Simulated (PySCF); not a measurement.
**C3H4BO, doublet, SMILES `C#C[B]OC`: what the electrons do**

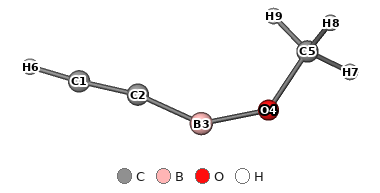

The molecule, with its atoms numbered as below. No frequency check shows the geometry to be a minimum.

Coordinates in Å:

```
C1      -2.5111    0.3233   -0.0003
C2      -1.3546   -0.0645    0.0001
B3      -0.0908   -0.8076   -0.0001
O4       1.1985   -0.6115    0.0001
C5       1.8870    0.6363    0.0011
H6      -3.4816    0.7262   -0.0001
H7       2.5139    0.6812   -0.8959
H8       2.5190    0.6770    0.8853
H9       1.1868    1.4749    0.0049
```

### 1. Bonding charge

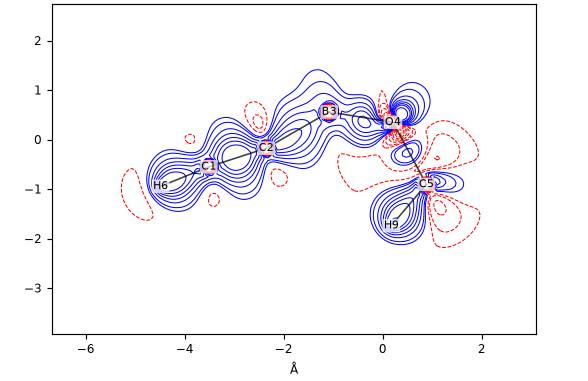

Deformation density (molecule less spherical, spin-averaged free atoms) in the plane of C1, C2, B3, O4, C5, H6 and H9; contours at ±0.05 to ±0.8 e/Å³; solid blue lines: gain, dashed red lines: loss.

PySCF calculation, BLYP/def2-SVP, gas phase; geometry: GFN2-xTB. The stability of the open-shell solution wasn't checked. GFN2-xTB doesn't know the spin state, so this open-shell geometry is rough.

Q: Describe the bonding that the map shows.

A: C1–C2: +0.77 e/Å³ at the bond critical point (bond length 1.22 Å, Mayer order 2.1). C1–H6: +0.72 e/Å³ at the bond critical point (bond length 1.05 Å, Mayer order 1.1). C5–H9: +0.71 e/Å³ at the bond critical point (bond length 1.09 Å, Mayer order 1.0). C2–B3: +0.42 e/Å³ at the bond critical point (bond length 1.47 Å, Mayer order 1.3). B3–O4: +0.36 e/Å³ at the bond critical point (bond length 1.30 Å, Mayer order 1.6). O4–C5: +0.03 e/Å³ at the bond critical point (bond length 1.43 Å, Mayer order 0.9); up to 0.6 Å beside the axis the gain reaches +0.23 e/Å³. In all, 2.0 electrons gather in the regions of gain relative to the promolecule. A small or negative value marks a very polar bond, one between electron-rich atoms, whose free-atom densities already overlap strongly, a long bond to a heavier atom, or a closed-shell contact such as a hydrogen bond.

Q: Where do the Hirshfeld charges lie?

A: The highest Hirshfeld charge is on B3 (+0.10 e), the lowest on C2 (−0.14 e).

### 2. Bond critical points

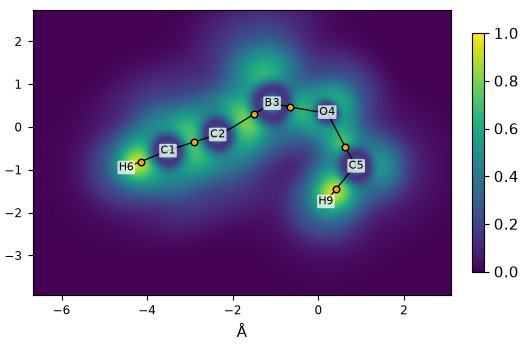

Localised orbital locator (LOL) in the plane of C1, C2, B3, O4, C5, H6 and H9, with bond paths and bond critical points (dots).

Q: What values does LOL take at the bond critical points in this plane?

A: C1–H6: about 0.91; C5–H9: about 0.91; C1–C2: about 0.70; O4–C5: about 0.54; C2–B3: about 0.45; B3–O4: about 0.32. Values above 0.5 mark slow, localised electrons, as in shared pairs; low values at a critical point mark a polar or closed-shell contact whose critical point lies between the shells.

Q: Where along C2–B3 does the critical point lie?

A: 0.98 Å from C2 and 0.49 Å from B3.

### 3. Local ionisation energy

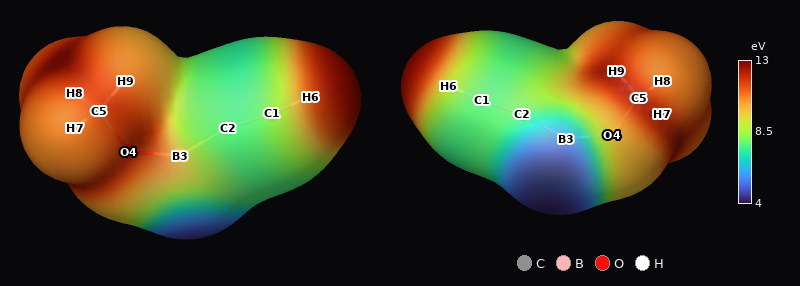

Average local ionisation energy on the surface of electron density 0.001 a.u. (back view left, front view right).

Q: Locate the minima of the map.

A: The lowest value is 4.2 eV, 2.2 Å from B3. Further minima include 7.4 eV, off the C1–H6 bond (2.0 to 2.2 Å from its atoms); 10.5 eV, 1.4 Å from H7. For comparison, the highest occupied orbital lies at −3.4 eV.

Q: What volume does the surface enclose, and what is the dipole moment?

A: About 104 Å³; the dipole moment is 2.4 D.

### 4. Spin density

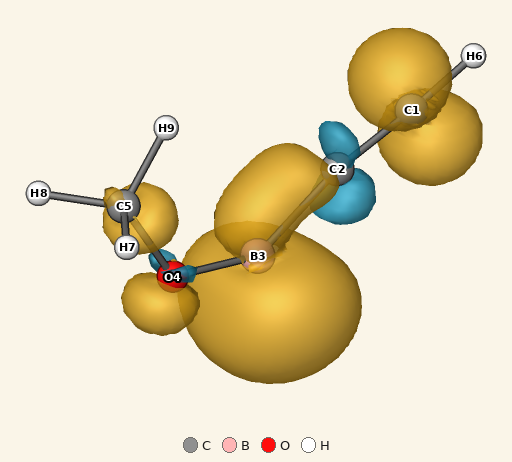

Spin density ρα − ρβ at ±0.03 e/Å³ (yellow: excess α, teal: excess β).

Q: Where is the unpaired spin?

A: Hirshfeld spin populations: B3 +0.63, C1 +0.19, O4 +0.06 and C2 +0.06. ⟨S²⟩ = 0.76, as for a pure state. The picture also shows regions of β spin from spin polarisation; the Hirshfeld sums, whose atoms overlap, net them against the α spin of neighbours.

### 5. In an electric field

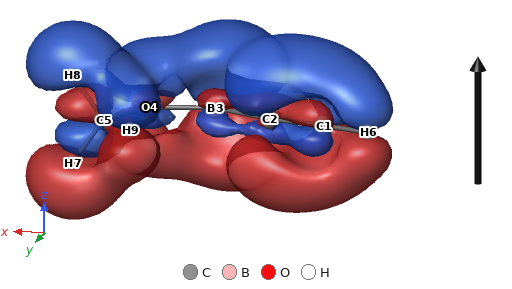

Change of the electron density in a uniform field of 0.41 V/Å along +z (arrow), surfaces at ±0.0015 e/Å³ (red: gain, blue: loss).

Computed with PySCF, PBE0/def2-SVPD, geometry: GFN2-xTB. The stability of the open-shell solution wasn't checked. GFN2-xTB doesn't know the spin state, so this open-shell geometry is rough.

Q: What dipole is induced, and what polarisability does it imply?

A: The induced dipole is 0.84 D (along the field); α along this axis, from the fields in both directions, is 41 bohr³ (6.1 Å³).

Q: Which atoms gain and lose the most charge?

A: Electrons gather most on H7 (Hirshfeld charge changes by −0.012 e) and leave H8 most (+0.012 e); 0.096 electrons are displaced in all.

### 6. Removing or adding an electron

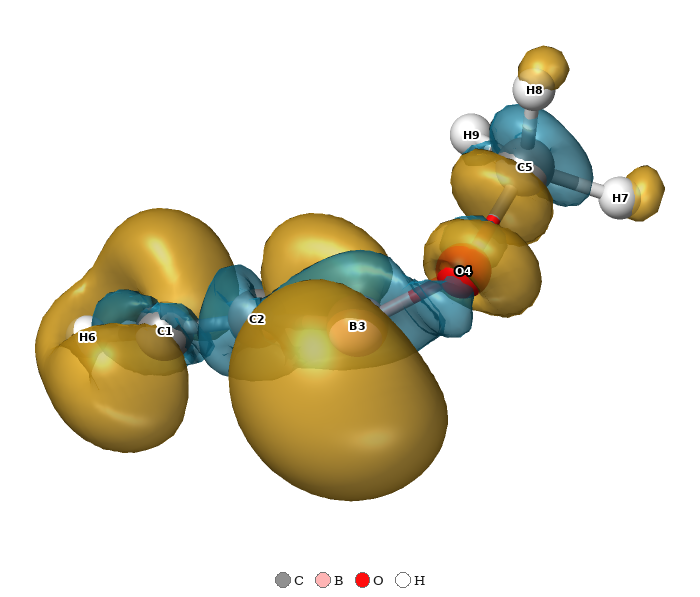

Fukui function f⁺ = ρ(N+1) − ρ(N) at fixed geometry, surfaces at ±0.015 e/Å³ (yellow positive, teal negative).

Method: BP86/6-311+G**; geometry: GFN2-xTB; program: PySCF. GFN2-xTB doesn't know the spin state, so this open-shell geometry is rough.

Q: Which atoms respond most to the addition of an electron?

A: f⁺ (Hirshfeld-condensed) is largest on B3 (0.37); the vertical electron affinity is −0.02 eV (to the singlet anion, which needn't be its lowest state; negative: at this level and geometry the extra electron isn't bound, and the finite basis holds it). Condensed values hint at sites of nucleophilic attack but needn't mark the atom that reacts. Orbital relaxation makes it negative in places (0.11 e in all).

```csv
atom,f⁺,charge
C1,+0.17,−0.07
C2,+0.08,−0.15
B3,+0.37,+0.12
O4,+0.04,−0.14
C5,+0.08,0.00
H6,+0.07,+0.09
H7,+0.06,+0.05
H8,+0.06,+0.05
H9,+0.05,+0.05
```

The PySCF runs shown took 15 s, 64 s and 57 s on 1 thread of Arm Neoverse V2, with other jobs on the host.
